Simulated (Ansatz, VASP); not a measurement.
**Cross-check of SiC (Moissanite) between VASP and Ansatz**

Aim: how closely do two programs agree when they are given the same cell, functional and k mesh?

Main program and level: Ansatz 0.2.0; plane waves, with VASP 6.6.1 beside it; band structure at LDA, band structure at PBE and band structure at r2SCAN.

## 1. The structure

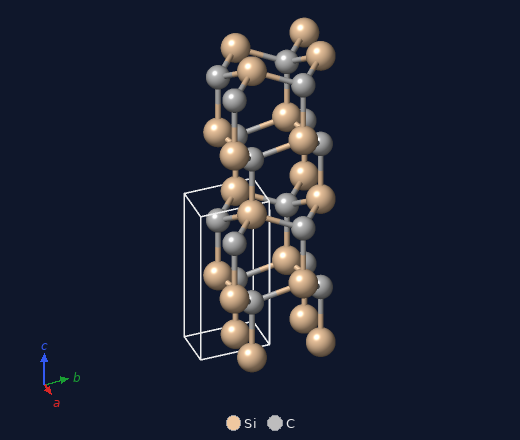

The starting structure, seen slightly off an axis (silicon light orange, carbon light grey). 2×2×2 cells are drawn. Some periodic images of atoms are drawn too.

## 2. Ansatz: band structure, LDA

Ansatz runs on its default PAW (the set named soft_2) files.

Levels along a path test the potential and the projectors away from the mesh points.

Contents of input.yaml:

```yaml
crystal:
  lattice:
    - [3.076, 0.0, 0.0]
    - [-1.538, 2.663894142, 0.0]
    - [0.0, 0.0, 5.048]
  atoms:
    - { symbol: Si, position: [0.6666666667, 0.3333333333, 0.5] }
    - { symbol: Si, position: [0.3333333333, 0.6666666667, 0.0] }
    - { symbol: C, position: [0.6666666667, 0.3333333333, 0.885] }
    - { symbol: C, position: [0.3333333333, 0.6666666667, 0.385] }
hamiltonian:
  xc: lda
  pseudopotentials: { kind: paw }
kpoints:
  mp_grid: { grid: [8, 8, 4] }
  band_path:
    path:
      - [0.0, 0.0, 0.0]
      - [0.16667, 0.0, 0.0]
      - [0.33333, 0.0, 0.0]
      - [0.5, 0.0, 0.0]
      - [0.46296, 0.07407, 0.0]
      - [0.40741, 0.18519, 0.0]
      - [0.35185, 0.2963, 0.0]
      - [0.33333, 0.33333, 0.0]
      - [0.2963, 0.2963, 0.0]
      - [0.18519, 0.18519, 0.0]
      - [0.07407, 0.07407, 0.0]
      - [0.0, 0.0, 0.0]
      - [0.0, 0.0, 0.16667]
      - [0.0, 0.0, 0.33333]
      - [0.0, 0.0, 0.5]
      - [0.11111, 0.0, 0.5]
      - [0.33333, 0.0, 0.5]
      - [0.5, 0.0, 0.5]
      - [0.46296, 0.07407, 0.5]
      - [0.40741, 0.18519, 0.5]
      - [0.35185, 0.2963, 0.5]
      - [0.2963, 0.2963, 0.5]
      - [0.18519, 0.18519, 0.5]
      - [0.07407, 0.07407, 0.5]
      - [0.5, 0.0, 0.5]
      - [0.5, 0.0, 0.33333]
      - [0.5, 0.0, 0.16667]
      - [0.5, 0.0, 0.0]
      - [0.33333, 0.33333, 0.11111]
      - [0.33333, 0.33333, 0.27778]
      - [0.33333, 0.33333, 0.5]
    npoints: 1
scf:
  occupations: { method: gaussian, width: 0.03 }
  n_extra_bands: 8
output:
  forces: true
  stress: true
  eigenvalues: true
```

Run with:

```console
> ansatz run input.yaml --threads 2 --pin off --max-ram 4608MiB --backend cpu --events-out ev --progress --plain --runs-dir out
```

Numbers of over 12 decimals in the logs are rounded to 6 here.

Output:

```text
scf.n_extra_bands = 8 over 8 filled bands (N_el = 16.0): the run solves 16 bands
Engine: ansatz 0.2.0, aarch64-unknown-linux-gnu
Pseudopotentials: kind: paw
Pseudopotential: Si, paw, valence charge 4, recommended cutoff 420 eV (normal), Si.paw.azcp
Pseudopotential: C, paw, valence charge 4, recommended cutoff 420 eV (normal), C.paw.azcp
Functional definition: SPW92
  exchange = slater_x
  correlation = pw_c
Crystal: 4 atoms, lattice volume = 41.364 Å³
Basis set: ecut = 420 eV, 785 PW (Γ)
Bands: 16, of which v1, the nominal top of the filled ones, is band 8 counted from 1 (7 counted from 0)
Symmetry: 12 space group operations
Space group: P63mc (ITA 186), of the structure as read, at distance tolerance 3.5e-5 Å
k-points: 30 of 256 (time reversal used)
Non-local potential: Si, projectors of the file, l = 0: 2, l = 1: 2, l = 2: 2
Non-local potential: C, projectors of the file, l = 0: 2, l = 1: 2, l = 2: 1
PAW form: soft (Blöchl's): semilocal exchange-correlation on the pseudo side does not see the compensation charge
PAW frozen core: Si, regenerated for the run's functional, and the local potential with it (the file was generated under x = pbe(κ = 0.804, μ = 0.219515), c = pbe(β = 0.066725))
PAW frozen core: C, regenerated for the run's functional, and the local potential with it (the file was generated under x = pbe(κ = 0.804, μ = 0.219515), c = pbe(β = 0.066725))
PAW one-centre angular grid: Si, 110 points (default); XC on 64 Gauss nodes
PAW one-centre angular grid: C, 110 points (default); XC on 64 Gauss nodes
Initial density: superposition of atomic densities (neutral atoms: chi_scale 0, normalization atom), corrected by the library's trained network
Initial wavefunctions: pseudopotential atomic-orbital guess
Functional: x = slater, c = lda
SCF iter   1: F=—  HF=-1704.354105 eV  |F-HF|=—  |Δ(HF+E_count)|=         —  Δρ=7.70e-3  dr2=2.61e-2  ethr=1.77e-3  ⟨swp⟩=5.5  Hψ=2888  notcnv=0
preconditioner: auto → none  [insulator: Δε(μ)=2.388 eV  Ē_g=13.873 eV  σ=0.030 eV  W_gap=1.00  n_scr=2 (ndim 8)  ℏωp=23.1 eV  f_vac=0.000  D(μ)=0.00/eV (n_scr^D=0)  ε∞_Penn≈3.8]
SCF iter   2: F=—  HF=-1704.347100 eV  |F-HF|=—  |Δ(HF+E_count)|=   7.00e-3  Δρ=2.85e-3  dr2=2.59e-3  ethr=1.63e-4  ⟨swp⟩=1.8  Hψ=776  notcnv=0  defer=73
SCF iter   3: F=—  HF=-1704.346289 eV  |F-HF|=—  |Δ(HF+E_count)|=   8.11e-4  Δρ=4.73e-4  dr2=4.83e-5  ethr=1.62e-5  ⟨swp⟩=2.0  Hψ=618  notcnv=0  defer=82
SCF iter   4: F=—  HF=-1704.346276 eV  |F-HF|=—  |Δ(HF+E_count)|=   1.27e-5  Δρ=3.12e-5  dr2=3.68e-7  ethr=3.02e-7  ⟨swp⟩=2.0  Hψ=610  notcnv=0  defer=82
iter 5 did not close the SCF: its close was put off for the readings that it lacked (scf_convergence_deferred on its scf_iter line)
SCF iter   5: F=-1704.346276 eV  HF=-1704.346276 eV  |F-HF|=1.65e-10  |Δ(HF+E_count)|=   7.86e-8  Δρ=3.13e-6  dr2=2.05e-9  ethr=2.30e-9  ⟨swp⟩=2.0  Hψ=612  notcnv=0  defer=82
SCF iter   6: F=-1704.346276 eV  HF=-1704.346276 eV  |F-HF|=3.75e-11  |Δ(HF+E_count)|=  5.28e-10  Δρ=3.28e-7  dr2=4.92e-11  ethr=1.28e-11  ⟨swp⟩=5.1  Hψ=1985  notcnv=0
SCF 1 converged in 6 iterations: F = -1704.346276 eV  dr2 = 4.92e-11
  greatest PAW one-centre occupation: 0.638 electrons in one spin orbital (limit 2), on the C atom at site 3 (counted from 0), in its partial waves of l = 0
NSCF: frozen V_eff on 31 k-points
SCF converged after 6 iterations
Free energy (F): -1704.346276 eV
Harris-Foulkes:  -1704.346276 eV  (|F-HF|=3.75e-11)
Internal energy: -1704.346276 eV  (E = F + TS)
E sigma→0 (E₀):  -1704.346276 eV
Fermi energy:    10.777790 eV
--- Per-component energies (eV) ---
  E_band       = 54.163904
  E_kinetic    = 271.718602
  E_local      = -214.742146  (includes V_loc(G=0)·N_el)
  E_nonlocal   = 107.822431
  E_hartree    = 64.616446
  E_xc         = -209.535179
  E_vxc        = -218.897361  (∫ρ·V_xc dr)
  E_paw        = -1155.949903  (= ΣΔE_a)
  E_vpaw       = -20.970632  (= ΣTr[D̂ρ^β])
  E_aug_tail   = 0.000030  (compensation charges beyond the density's cutoff)
  E_ewald      = -568.570884
  E_core_change = 0.294326  (= ΣΔE_core)
  E_smearing   = -0.000000  (= −TS)
  E_closure    = 0.000000  (closes the sum)
  Σ components = -1704.346276   (vs F -1704.346276, Δ=0.00e0)
--- Forces (eV/Å), atoms counted from 1 ---
  atom   1  Si    -0.00000000     0.00000000     0.73044089
  atom   2  Si     0.00000000    -0.00000000     0.73044089
  atom   3  C     -0.00000000     0.00000000    -0.73045474
  atom   4  C     -0.00000000    -0.00000000    -0.73045474
  max |Σ_I F_I| component: 2.77e-5 eV/Å
--- Stress (GPa, compression-positive) ---
       -2.561082      -0.000000       0.000000
        0.000000      -2.561082       0.000000
        0.000000       0.000000      -6.828332
  P = ⅓ Tr σ = -3.9835 GPa (-39.835 kbar)
--- Band table (eV; the first three rows and the last of 30) ---
  k-point 0: bands = [... 4 lower, 7.9902, 9.2689, 9.2689, 9.5428, 14.1195, 15.5629, 15.9474, 15.9474, ... 4 higher]
  k-point 1: bands = [... 4 lower, 8.1540, 8.1540, 9.0547, 9.0547, 14.3949, 16.0699, 16.0699, 16.3053, ... 4 higher]
  k-point 2: bands = [... 4 lower, 8.5790, 8.5790, 8.5790, 8.5790, 15.1865, 15.1865, 16.6183, 16.6183, ... 4 higher]
  k-point 29: bands = [... 4 lower, 4.0709, 4.0709, 7.7300, 7.7300, 14.0673, 14.0673, 15.6924, 15.6924, ... 4 higher]
```

The job ended after 1.3 s (2 threads of Arm Neoverse V2, shared host; peak memory 0.29 GiB).

In the SCF lines HF is the Harris–Foulkes energy and dr2 the Hartree energy of the density residual, in eV; the loop may stop once dr2 is under the threshold and the program's other checks hold. Hψ counts applications of the Hamiltonian.

## 3. VASP: band structure, LDA

The same cell, functional (in two slightly different forms), mesh and smearing now go to VASP, with its own data sets and cutoff.

Lines of VASP's logs that name or quote its potential files are left out, and so is its time.

Contents of INCAR:

```
SYSTEM = SiC
PREC = Accurate
ENCUT = 460
EDIFF = 1E-06
NELM = 100
ISMEAR = 0
SIGMA = 0.03
LREAL = .FALSE.
ALGO = Normal
GGA = CA
NBANDS = 22
LORBIT = 11
LWAVE = .FALSE.
LCHARG = .FALSE.
KPAR = 8
LASPH = .TRUE.
```

Contents of POSCAR:

```
SiC
1.0
    3.0760000000      0.0000000000      0.0000000000
   -1.5380000000      2.6638941420      0.0000000000
    0.0000000000      0.0000000000      5.0480000000
Si C
2 2
Direct
    0.6666666667      0.3333333333      0.5000000000
    0.3333333333      0.6666666667      0.0000000000
    0.6666666667      0.3333333333      0.8850000000
    0.3333333333      0.6666666667      0.3850000000
```

Contents of KPOINTS:

```
Automatic mesh
0
Gamma
8 8 4
0 0 0
```

Contents of KPOINTS_OPT:

```
Line mode
10
Line-mode
Reciprocal
  0.00000000   0.00000000   0.00000000 GAMMA
  0.50000000   0.00000000   0.00000000 M

  0.50000000   0.00000000   0.00000000 M
  0.33333333   0.33333333   0.00000000 K

  0.33333333   0.33333333   0.00000000 K
  0.00000000   0.00000000   0.00000000 GAMMA

  0.00000000   0.00000000   0.00000000 GAMMA
  0.00000000   0.00000000   0.50000000 A

  0.00000000   0.00000000   0.50000000 A
  0.50000000   0.00000000   0.50000000 L

  0.50000000   0.00000000   0.50000000 L
  0.33333333   0.33333333   0.50000000 H

  0.33333333   0.33333333   0.50000000 H
  0.00000000   0.00000000   0.50000000 A

  0.50000000   0.00000000   0.50000000 L
  0.50000000   0.00000000   0.00000000 M

  0.33333333   0.33333333   0.00000000 K
  0.33333333   0.33333333   0.50000000 H
```

Potentials, in the order of the species: Si and C (LDA family, release 64).

Run with:

```console
> mpirun -np 8 vasp_std
```

Output:

```text
[banner, memory and clock lines left out]
running    8 mpi-ranks, on    1 nodes
 distrk:  each k-point on    1 cores,    8 groups
 distr:  one band on    1 cores,    1 groups

 POSCAR found type information on POSCAR SiC
 POSCAR found :  2 types and       4 ions
|                                                                             |
|           W    W    AA    RRRRR   N    N  II  N    N   GGGG   !!!           |
|           W    W   A  A   R    R  NN   N  II  NN   N  G    G  !!!           |
|           W    W  A    A  R    R  N N  N  II  N N  N  G       !!!           |
|           W WW W  AAAAAA  RRRRR   N  N N  II  N  N N  G  GGG   !            |
|           WW  WW  A    A  R   R   N   NN  II  N   NN  G    G                |
|           W    W  A    A  R    R  N    N  II  N    N   GGGG   !!!           |
|                                                                             |
|     For optimal performance we recommend to set                             |
|       NCORE = 2 up to number-of-cores-per-socket                            |
|     NCORE specifies how many cores store one orbital (NPAR=cpu/NCORE).      |
|     This setting can greatly improve the performance of VASP for DFT.       |
|     The default, NCORE=1 might be grossly inefficient on modern             |
|     multi-core architectures or massively parallel machines. Do your        |
|     Unfortunately you need to use the default for GW and RPA                |
|     calculations (for HF NCORE is supported but not extensively tested      |
|     yet).                                                                   |
|                                                                             |

 LDA part: xc-table for (Slater(with rela. corr.)+CA(PZ))
 , standard interpolation
 POSCAR, INCAR and KPOINTS ok, starting setup
 FFT: planning ... GRIDC
 FFT: planning ... GRID_SOFT
 FFT: planning ... GRID
 WAVECAR not read
 entering main loop
       N       E                     dE             d eps       ncg     rms          rms(c)
DAV:   1     0.152610661772E+02    0.15261E+02   -0.62737E+03  1320   0.591E+02
DAV:   2    -0.354994736183E+02   -0.50761E+02   -0.47976E+02  1718   0.130E+02
DAV:   3    -0.373291353521E+02   -0.18297E+01   -0.18159E+01  1666   0.206E+01
DAV:   4    -0.373387868966E+02   -0.96515E-02   -0.96502E-02  1548   0.187E+00
DAV:   5    -0.373388487931E+02   -0.61896E-04   -0.61896E-04  1656   0.140E-01    0.129E+01
DAV:   6    -0.333892787998E+02    0.39496E+01   -0.41909E+00  1514   0.119E+01    0.572E+00
DAV:   7    -0.332808169073E+02    0.10846E+00   -0.93349E-01  1672   0.470E+00    0.251E+00
DAV:   8    -0.332397874378E+02    0.41029E-01   -0.39478E-02  1530   0.101E+00    0.618E-01
DAV:   9    -0.332354470179E+02    0.43404E-02   -0.38955E-03  1696   0.383E-01    0.103E-01
DAV:  10    -0.332355027965E+02   -0.55779E-04   -0.54328E-04  1508   0.106E-01    0.642E-02
DAV:  11    -0.332355088898E+02   -0.60932E-05   -0.17221E-05  1598   0.224E-02    0.185E-02
DAV:  12    -0.332355083569E+02    0.53282E-06   -0.29674E-06  1578   0.937E-03
   1 F= -.33235508E+02 E0= -.33235508E+02  d E =-.215856E-14
 Start KPOINTS_OPT (optional k-point list driver)
k-point batch [1-30\90]
       N       E                     dE             ncg
DAV:   1     0.252214191957E+04   -0.10041E+05     1320
DAV:   2     0.112802819281E+04   -0.13941E+04     1720
DAV:   3     0.107573240803E+04   -0.52296E+02     1650
DAV:   4     0.107546340703E+04   -0.26900E+00     1514
DAV:   5     0.107546167137E+04   -0.17357E-02     1656
DAV:   6     0.107546165502E+04   -0.16342E-04     1534
DAV:   7     0.107546165487E+04   -0.15452E-06     1460
[...]
k-point batch [61-90\90]
       N       E                     dE             ncg
DAV:   1     0.240620031074E+04   -0.14645E+05     1320
DAV:   2     0.102230241802E+04   -0.13839E+04     1730
DAV:   3     0.973923551797E+03   -0.48379E+02     1664
DAV:   4     0.973684623295E+03   -0.23893E+00     1574
DAV:   5     0.973683246677E+03   -0.13766E-02     1656
DAV:   6     0.973683234961E+03   -0.11716E-04     1574
DAV:   7     0.973683234859E+03   -0.10172E-06     1410
```

OUTCAR, selected parts (step 3):

```text
ion  position               nearest neighbor table
   1  0.667  0.333  0.500-   4 1.87   4 1.87   4 1.87   3 1.94   2 3.09   2 3.09   2 3.09   2 3.09
                             2 3.09   2 3.09
   2  0.333  0.667  0.000-   3 1.87   3 1.87   3 1.87   4 1.94   1 3.09   1 3.09   1 3.09   1 3.09
                             1 3.09   1 3.09
   3  0.667  0.333  0.885-   2 1.87   2 1.87   2 1.87   1 1.94
   4  0.333  0.667  0.385-   1 1.87   1 1.87   1 1.87   2 1.94

  LATTYP: Found a hexagonal cell.
 ALAT       =     3.0760000000
 C/A-ratio  =     1.6410923277

 Subroutine GETGRP returns: Found 12 space group operations
 (whereof  6 operations were pure point group operations)

The static configuration has the point symmetry C_3v.
 The point group associated with its full space group is C_6v.

 Found     30 irreducible k-points:

   k-points           NKPTS =     30   k-points in BZ     NKDIM =     30   number of bands    NBANDS=     22

   dimension x,y,z NGX =    24 NGY =   24 NGZ =   36
   dimension x,y,z NGXF=    48 NGYF=   48 NGZF=   72

   ENCUT  =  460.0 eV  33.81 Ry    5.81 a.u.   5.38  5.38  8.83*2*pi/ulx,y,z

   NELECT =      16.0000    total number of electrons

 k-points in reciprocal lattice and weights: Automatic mesh
   0.00000000  0.00000000  0.00000000       0.004
   0.12500000  0.00000000  0.00000000       0.023
   0.25000000  0.00000000  0.00000000       0.023
   0.37500000 -0.00000000  0.00000000       0.023
   0.50000000  0.00000000  0.00000000       0.012
   0.12500000  0.12500000  0.00000000       0.023
   0.25000000  0.12500000  0.00000000       0.047
   0.37500000  0.12500000  0.00000000       0.047
   0.25000000  0.25000000  0.00000000       0.023
[...]
0.25000000  0.25000000  0.50000000       0.023
   0.37500000  0.25000000  0.50000000       0.023

 average (electrostatic) potential at core
       1 -81.9375       2 -81.9375       3 -49.0069       4 -49.0069

 E-fermi :   8.5070

 k-point     1 :       0.0000    0.0000    0.0000
  band No.  band energies     occupation
    ...
      4       6.8078      2.00000
      5       6.8078      2.00000
      6       8.0875      2.00000
      7       8.0875      2.00000
      8       8.3596      2.00000
      9      12.9462      0.00000
     10      14.3959      0.00000
     11      14.7565      0.00000
     12      14.7565      0.00000
     13      15.8217      0.00000
    ...

 k-point     2 :       0.1250    0.0000    0.0000
  band No.  band energies     occupation
    ...
      4       5.4437      2.00000
      5       6.3789      2.00000
      6       7.1525      2.00000
      7       7.9218      2.00000
      8       8.1616      2.00000
      9      13.3186      0.00000
     10      14.5280      0.00000
     11      14.9436      0.00000
     12      15.3262      0.00000
     13      15.7782      0.00000
    ...

 k-point     3 :       0.2500    0.0000    0.0000
  band No.  band energies     occupation
    ...
      4       3.0259      2.00000
      5       5.1782      2.00000
      6       5.6102      2.00000
      7       7.4297      2.00000
      8       7.4676      2.00000
      9      12.1487      0.00000
     10      13.9907      0.00000
     11      15.3025      0.00000
     12      15.9597      0.00000
     13      16.2148      0.00000
    ...

  Total       -0.5809182     -0.5809182     -1.6870309      0.0000000      0.0000000      0.0000000
  in kB      -22.5010559    -22.5010559    -65.3447910      0.0000000      0.0000000      0.0000000
  external PRESSURE =     -36.7823010 kB  Pullay stress =       0.0000000 kB

  energy-cutoff  :      460.00
  volume of cell :       41.36
      direct lattice vectors                 reciprocal lattice vectors
     3.076000000  0.000000000  0.000000000     0.325097529  0.187695146  0.000000000
    -1.538000000  2.663894142  0.000000000     0.000000000  0.375390292  0.000000000
     0.000000000  0.000000000  5.048000000     0.000000000  0.000000000  0.198098257

 POSITION                                       TOTAL-FORCE (eV/Angst)
 -----------------------------------------------------------------------------------
      1.53800      0.88796      2.52400        -0.000000      0.000000      0.732531
     -0.00000      1.77593      0.00000         0.000000      0.000000      0.732531
      1.53800      0.88796      4.46748         0.000000     -0.000000     -0.732531
     -0.00000      1.77593      1.94348        -0.000000      0.000000     -0.732531
 -----------------------------------------------------------------------------------
    total drift:                                0.000000      0.000000      0.000148

  FREE ENERGIE OF THE ION-ELECTRON SYSTEM (eV)
  ---------------------------------------------------
  free  energy   TOTEN  =       -33.2355083569 eV

  energy  without entropy=      -33.2355083569  energy(sigma->0) =      -33.23550836

 total charge
# of ion       s       p       d       tot
------------------------------------------
    1        0.714   0.978   0.000   1.692
    2        0.714   0.978   0.000   1.692
    3        0.831   1.714   0.000   2.545
    4        0.831   1.714   0.000   2.545
--------------------------------------------------
tot          3.090   5.384   0.000   8.474

[... 3 further parts left out ...]
```

The run ends at a pressure of -3.68 GPa, with forces up to 0.73 eV/Å.

(Continued in part 2 of 2.)

[Lines on the potential files, build, host, timing and source positions are cut from VASP's logs without a mark.]

[Logs are printed without paths, hosts, clocks, repeated set-up lines and the standing remarks that a program may print on its own settings, such as how far it seeks lower states.]

[Hosts, paths, dates, database ids (printed as entryN), source tags and the programs' standing remarks are cut or masked in the printed files.]
